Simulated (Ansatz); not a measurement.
# BH2 (boron dihydride): the energy, rung by rung

BH2 has 3 atoms, charge 0, and is taken as a doublet. SMILES: `[BH2]`. The shape is that of a GFN2-xTB optimisation.

```xyz
3

B     0.2628   -0.1662    0.1286
H     0.2800    0.9853    0.2610
H    -0.5429   -0.8191   -0.3896
```

Quantity: the energy change with the B1–H3 bond stretched from 1.159 to 1.739 Å, in eV. The values are calculated.

```csv
level,kind,program,value (eV)
USVWN5/6-311G**,LDA,Ansatz,1.47
UBLYP/6-311G**,GGA,Ansatz,1.51
UB3LYP/6-311G**,global hybrid,Ansatz,1.62
UHSE06/6-311G**,range-separated hybrid,Ansatz,1.62
UB2PLYP/6-311G**,double hybrid,Ansatz,1.67
RPA@PBE/6-311G**,RPA,Ansatz,1.52
UMP2/6-311G**,perturbation theory,Ansatz,1.74
UBCCD(T)/6-311G**,coupled cluster or CI,Ansatz,1.59
FCI/3-21G,exact in the basis,Ansatz,1.42
```

The first shape isn't each level's own minimum. The values span 1.42 to 1.74 eV. High-level rows in very small sets aren't better than simpler rows in larger ones.

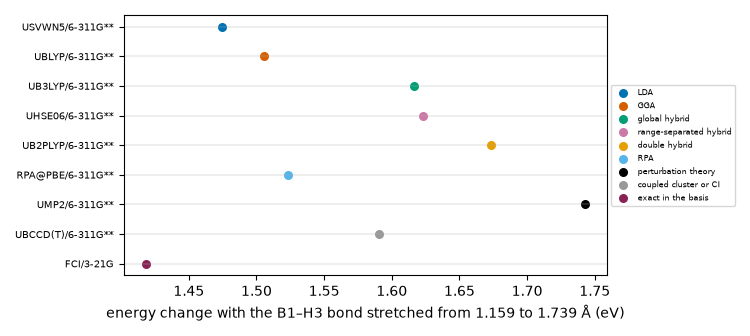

The values of the table, level by level.
